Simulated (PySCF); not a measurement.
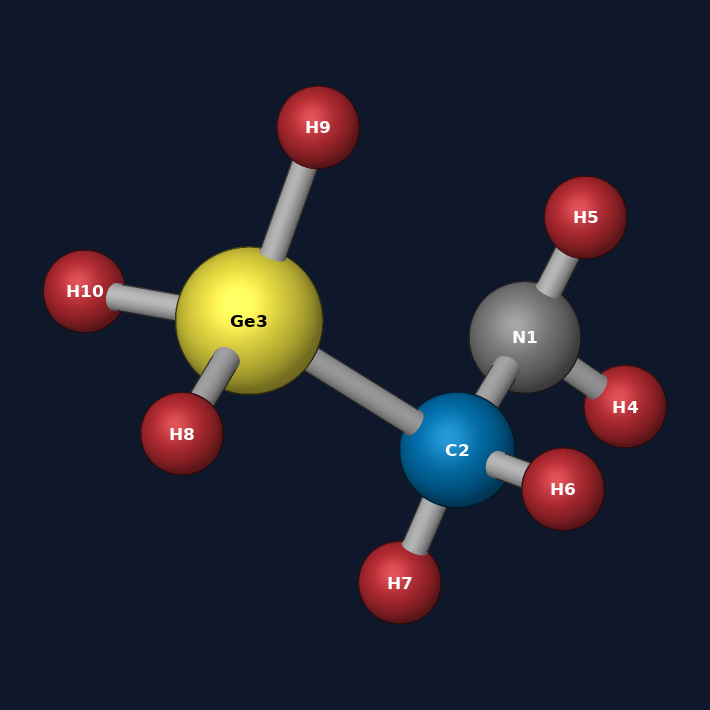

The questions are on isotropic NMR shieldings of the H atoms. The computed structure is the end point of a PBE0-D3(BJ)/def2-SVP optimisation. No frequency run is at hand to confirm it as a minimum. Properties computed with GIAO PBE/pcSseg-2 NMR shielding, non-relativistic, gas phase (PySCF 2.14.0).

**Which H atom is the most shielded (lowest chemical shift)?**

H5 (30.95 ppm).

**Which H atom is the least shielded (highest chemical shift)?**

H8 (27.21 ppm).

**How wide is the range of H shifts?**

3.74 ppm.

List the isotropic NMR shieldings of the H atoms.

```csv
atom,σ (ppm)
H4,30.38
H5,30.95
H6,27.96
H7,28.36
H8,27.21
H9,27.47
H10,27.27
```
